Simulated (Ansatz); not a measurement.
# quartet PH2 at 6 levels

Aim: a comparison of 6 runs (U-wB97X/3-21G, UCAM-B3LYP/3-21G, UPBE/3-21G, UPBE0/3-21G, UCCSD(T)/3-21G, UCCSD(T)/6-31G*) of quartet PH2. 

The results are computed with Ansatz 0.2.0.

46 further runs of the same task are left out: 46 set aside as unsound or not needed.

## 1. Starting point

The species is PH2 (3 atoms), meant as a quartet with charge 0. SMILES of the parent species: `[PH2]`. The shape is that of a GFN2-xTB optimisation. That shape belongs to the parent species and isn't relaxed for this state.

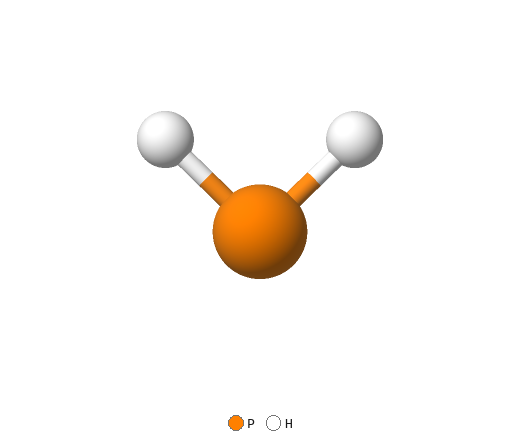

The structure, seen from a chosen angle (phosphorus orange, hydrogen white).

## 2. The energy at U-wB97X/3-21G (run 1)

input.yaml reads:

```yaml
crystal:
  periodic: [false, false, false]
  atoms:
    - {symbol: P, position_ang: [0.514470, -0.302750, 0.252680]}
    - {symbol: H, position_ang: [0.111510, 1.027360, 0.172420]}
    - {symbol: H, position_ang: [-0.625980, -0.724620, -0.425100]}
basis:
  gaussian: {orbitals: 3-21G.json}
magnetization: {spin_polarized: true, initial_magnetization: 3}
hamiltonian: {xc: {name: wB97X}}
accuracy: high
```

The basis set 3-21G is read from a file made from the Basis Set Exchange's data (not shown).

The run is started by

```console
$ ansatz run input.yaml --threads 1 --pin off --max-ram 2610MiB --events-out events.jsonl --progress --plain --runs-dir runs
```

Log:

```text
Warning: RAYON_NUM_THREADS=1 ignored (pool sized by the plan → 1); use --threads N
Functional definition: wB97X
  name "wB97X"
  parameter omega = 0.3/bohr
  parameter cx = 0.157706
  parameter cx1 = 0.726479
  parameter cx2 = 1.04760
  parameter cx3 = -5.70635
  parameter cx4 = 13.2794
  parameter css1 = -4.33879
  parameter css2 = 18.2308
  parameter css3 = -31.7430
  parameter css4 = 17.2901
  parameter cos1 = 2.37031
  parameter cos2 = -11.3995
  parameter cos3 = 6.58405
  parameter cos4 = -3.78132
  exchange = spin_sum(e_x_unif_sr(omega)*poly(b97_u_x, 1 - cx, cx1, cx2, cx3, cx4)) + cx*exact_x_sr(omega)
      + exact_x_lr(omega)
  correlation = spin_sum(e_c_pw_same_spin*poly(b97_u_same, 1, css1, css2, css3, css4))
      + integral(e_c_pw_opposite_spin*poly(b97_u_opposite, 1, cos1, cos2, cos3, cos4))
323 factors; integrals over basis functions are off by at most 2.1e-9 eV
124 factors; integrals over basis functions are off by at most 1.9e-9 eV
mean field evaluation 1: about -9264.5404 eV, gradient 3.9e0 eV
mean field evaluation 2: about -9264.6682 eV, gradient 9.8e-1 eV
mean field evaluation 4: about -9264.6758 eV, gradient 5.1e-2 eV
mean field evaluation 8: about -9264.6727 eV, gradient 2.3e-3 eV
mean field evaluation 16: about -9264.6727 eV, gradient 1.8e-6 eV
mean field -9264.67274069 eV, -340.4704433995 hartree, gradient 3.5e-8 eV, S^2 3.751592; 2 other end points of the search recorded, 0 dependent functions left out
reference -9264.67274020 eV, -340.4704433817 hartree; 10, 7 occupied and 7, 10 virtual orbitals, 323 factors
Total energy: -9264.67274020 eV, -340.4704433817 hartree
```

Wall time 4.8 s (1 thread of Arm Neoverse V1, shared host); peak memory 0.25 GiB.

## 3. The energy at UCAM-B3LYP/3-21G (run 2)

input.yaml, as its differences from that of step 2:

```diff
@@ -7,5 +7,9 @@
 basis:
-  gaussian: {orbitals: 3-21G.json}
-magnetization: {spin_polarized: true, initial_magnetization: 3}
-hamiltonian: {xc: {name: wB97X}}
+  gaussian:
+    orbitals: 3-21G.json
+hamiltonian:
+  xc: {name: CAM-B3LYP}
+magnetization:
+  spin_polarized: true
+  initial_magnetization: 3
 accuracy: high
```

The basis set 3-21G is read from a file made from the Basis Set Exchange's data (not shown).

The run is started by

```console
$ ansatz run input.yaml --threads 1 --pin off --max-ram 2610MiB --events-out events.jsonl --progress --plain --runs-dir runs
```

Log:

```text
Warning: RAYON_NUM_THREADS=1 ignored (pool sized by the plan → 1); use --threads N
Functional definition: CAM-B3LYP
  name "CAM-B3LYP"
  parameter alpha = 0.19
  parameter beta = 0.46
  parameter omega = 0.33/bohr
  parameter ac = 0.81
  exchange = (1 - alpha - beta)*b88_x + beta*b88_x_sr(omega) + alpha*exact_x + beta*exact_x_lr(omega)
  correlation = (1 - ac)*vwn5_c + ac*lyp_c
323 factors; integrals over basis functions are off by at most 2.1e-9 eV
138 factors; integrals over basis functions are off by at most 1.9e-9 eV
mean field evaluation 1: about -9265.0465 eV, gradient 2.7e0 eV
mean field evaluation 2: about -9265.1146 eV, gradient 7.6e-1 eV
mean field evaluation 4: about -9265.1171 eV, gradient 2.4e-1 eV
mean field evaluation 8: about -9265.1177 eV, gradient 3.6e-4 eV
mean field evaluation 16: about -9265.1177 eV, gradient 7.9e-7 eV
mean field -9265.11773646 eV, -340.4867966925 hartree, gradient 4.5e-8 eV, S^2 3.750844; 2 other end points of the search recorded, 0 dependent functions left out
reference -9265.11774817 eV, -340.4867971228 hartree; 10, 7 occupied and 7, 10 virtual orbitals, 323 factors
Total energy: -9265.11774817 eV, -340.4867971228 hartree
```

It took 1.3 s on 1 thread of Arm Neoverse V1, shared host; peak memory 0.099 GiB.

Run 3 isn't shown in full; the table further down has it.

## 4. The energy at UPBE0/3-21G (run 4)

molecule.yaml reads:

```yaml
crystal:
  periodic: [false, false, false]
  atoms:
    - symbol: P
      position_ang: [0.514470, -0.302750, 0.252680]
    - symbol: H
      position_ang: [0.111510, 1.027360, 0.172420]
    - symbol: H
      position_ang: [-0.625980, -0.724620, -0.425100]
basis:
  gaussian: {orbitals: 3-21G.json}
total_charge: 0
magnetization: {spin_polarized: true, initial_magnetization: 3}
hamiltonian: {xc: {name: PBE0}}
accuracy: high
```

The basis set 3-21G is read from a file made from the Basis Set Exchange's data (not shown).

The run is started by

```console
$ ansatz run molecule.yaml --threads 1 --pin off --max-ram 2610MiB --events-out events.jsonl --progress --plain --runs-dir runs
```

Log:

```text
Warning: RAYON_NUM_THREADS=1 ignored (pool sized by the plan → 1); use --threads N
Functional definition: PBE0
  name "PBE0"
  parameter a = 0.25
  parameter kappa = 0.804
  parameter beta = 0.06672455060314922
  exchange = (1 - a)*pbe_x(kappa = kappa, mu = beta*pi^2/3) + a*exact_x
  correlation = pbe_c(beta = beta)
323 factors; integrals over basis functions are off by at most 2.1e-9 eV
mean field evaluation 1: about -9261.5917 eV, gradient 2.5e0 eV
mean field evaluation 2: about -9261.6599 eV, gradient 6.4e-1 eV
mean field evaluation 4: about -9261.6645 eV, gradient 2.7e-2 eV
mean field evaluation 8: about -9261.6630 eV, gradient 8.8e-4 eV
mean field evaluation 16: about -9261.6630 eV, gradient 3.8e-7 eV
mean field -9261.66295691 eV, -340.3598358857 hartree, gradient 6.3e-8 eV, S^2 3.750561; 2 other end points of the search recorded, 0 dependent functions left out
reference -9261.66295835 eV, -340.3598359386 hartree; 10, 7 occupied and 7, 10 virtual orbitals, 323 factors
Total energy: -9261.66295835 eV, -340.3598359386 hartree
```

It took 0.91 s on 1 thread of Arm Neoverse V1, shared host; peak memory 0.097 GiB.

Run 5 isn't shown in full; the table further down has it.

## 5. A single-point energy at UCCSD(T)/6-31G(d) (spherical functions) (run 6)

run.yaml reads:

```yaml
crystal:
  periodic: [false, false, false]
  atoms:
    - symbol: P
      position_ang: [0.514470, -0.302750, 0.252680]
    - symbol: H
      position_ang: [0.111510, 1.027360, 0.172420]
    - symbol: H
      position_ang: [-0.625980, -0.724620, -0.425100]
basis:
  gaussian: {orbitals: 6-31G_st_-spherical.json}
magnetization: {spin_polarized: true, initial_magnetization: 3}
correlation: {method: ccsd_t, frozen_orbitals: {H: 0, P: 5}}
accuracy: high
scf: {omitted_lower_state_checks: [cluster_reference, increment]}
```

The basis set 6-31G* is read from a file made from the Basis Set Exchange's data (not shown).

The run is started by

```console
$ ansatz run run.yaml --threads 1 --pin off --max-ram 2610MiB --events-out events.jsonl --progress --plain --runs-dir runs
```

Log:

```text
Warning: RAYON_NUM_THREADS=1 ignored (pool sized by the plan → 1); use --threads N
[... 12 lines left out ...]
5 core orbitals not correlated: weight in the atoms' cores, before any rotation towards them, 1.000 or more for the frozen orbitals, at most 0.000 for the correlated occupied ones
[... 23 lines left out ...]
Total energy: -9298.76418915 eV, -341.7232810224 hartree
Checks for a lower state left out: cluster_reference, increment
```

Wall time 0.4 s (1 thread of Arm Neoverse V1, shared host).

## 6. The series

| run | level | frozen core orbitals | energy (Eh) | ⟨S²⟩ | wall time |
| --- | --- | --- | --- | --- | --- |
| 1 | U-wB97X/3-21G | – | -340.470443 | 3.752 | 4.8 s |
| 2 | UCAM-B3LYP/3-21G | – | -340.486797 | 3.751 | 1.3 s |
| 3 | UPBE/3-21G | – | -340.324070 | 3.750 | 0.94 s |
| 4 | UPBE0/3-21G | – | -340.359836 | 3.751 | 0.91 s |
| 5 | UCCSD(T)/3-21G | 5 | -339.938386 | 3.753 | 0.3 s |
| 6 | UCCSD(T)/6-31G* (spherical functions) | 5 | -341.723281 | 3.756 | 0.4 s |

## 7. Summary of results

```
                                          quantity          value
                               run 6: total energy  -341.72328 Eh
run 6: correlation energy (5 core orbitals frozen)      -90.4 mEh
                             run 6: (T) correction      -1.99 mEh
          run 6: ⟨S²⟩ of the reference determinant          3.756
                              run 6: T1 diagnostic          0.016
```

Totals of different functionals can't be ranked against each other. All runs together took 8.6 s, the longest 4.8 s.
